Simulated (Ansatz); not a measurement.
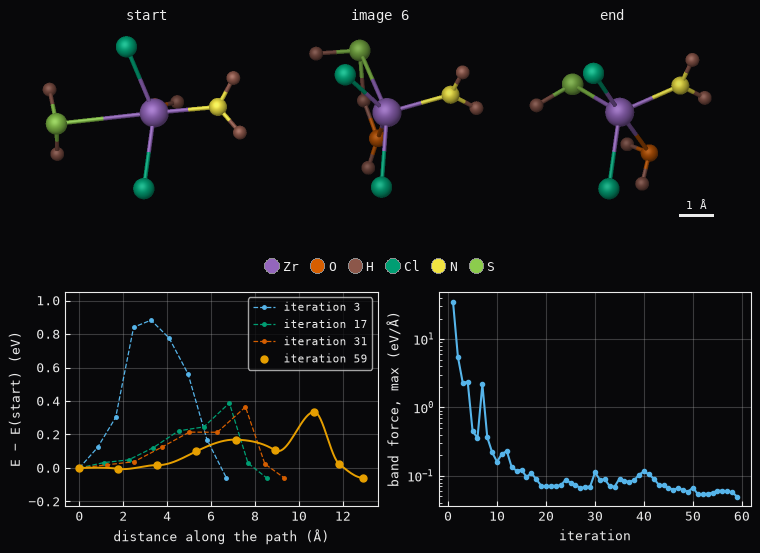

A search for the minimum-energy path of ZrNH$_{5}$SOCl$_{2}$ by the nudged elastic band. Images are numbered from 0 (start) to 8 (end). The plot follows the band through its iterations. A ball-and-stick model, seen at a tilt.

Level of theory: RKS PBE-D4/def2-SVP (Ansatz 0.2.0). Set-up: 7 movable images; climbing image; force threshold 0.05 eV/Å; iteration limit 60; starting path by straight interpolation.

Q: How did the profile develop, and is the result final?

A: The run is converged, with reservations. The band converged in 59 iterations. The largest component of the band force went from 35 to 0.05 eV/Å. The climbing image converged on the top of the path. Its curvatures weren't checked. The straight starting path can push atoms close together and costs iterations. The first iteration put the highest image at 14.56 eV. Forward barrier 0.34 eV, backward barrier 0.39 eV, with image 6 at the top; the reaction energy is −0.06 eV. The profile has 2 maxima (images 4, 6) with a dip at image 5 (+0.11 eV), so the process runs in steps.
